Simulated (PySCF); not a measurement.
```yaml
atoms:
  - { symbol: Cl, position_ang: [-2.2646, 1.7041, -0.5402] }
  - { symbol: Si, position_ang: [-1.5997, -0.1212, -0.0695] }
  - { symbol: O, position_ang: [0.0122, -0.0983, -0.1952] }
  - { symbol: Si, position_ang: [1.6062, 0.0896, -0.0001] }
  - { symbol: Cl, position_ang: [2.2270, -1.3265, 1.2665] }
  - { symbol: H, position_ang: [-1.9363, -0.4258, 1.3126] }
  - { symbol: H, position_ang: [-2.0351, -1.0941, -1.0579] }
  - { symbol: H, position_ang: [1.8341, 1.4035, 0.5813] }
  - { symbol: H, position_ang: [2.1699, -0.1254, -1.3227] }
```

Geometry: GFN2-xTB.

Level of theory: PySCF, mPW1PW91/pcSseg-1, SCF density, in a water solvent model, non-relativistic.

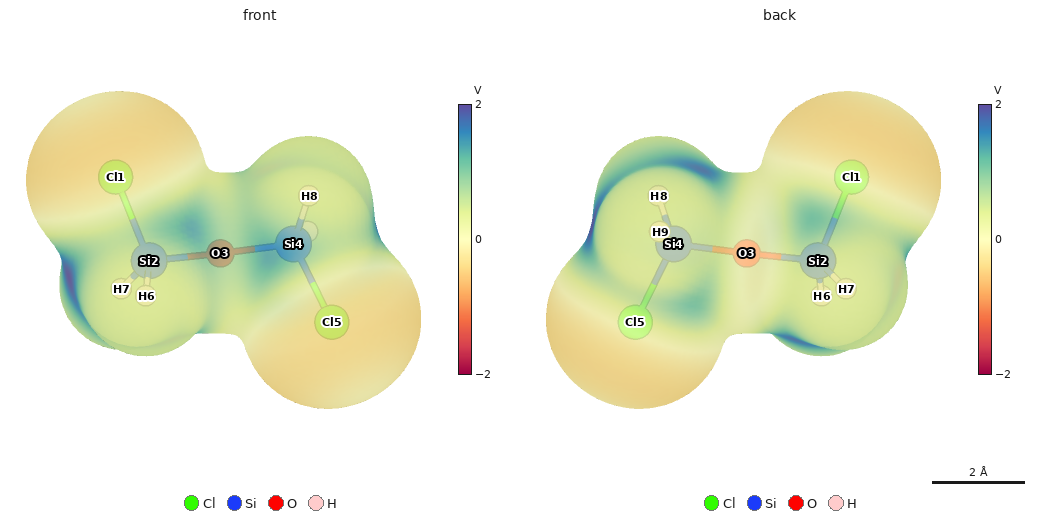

Cl2H4OSi2 (SMILES Cl[SiH2]O[SiH2]Cl). The molecular electrostatic potential painted on the density surface at 0.002 e/bohr³, seen from the front and from behind; red is negative and blue positive.

Q: Describe the electrostatic potential map.

A: The most negative region (about −0.4 V) lies over Cl1 and Cl5, the most positive (about +1.9 V) over Si2 and Si4.

Q: What dipole moment does the calculation give?

A: Its dipole moment is 0.38 D.
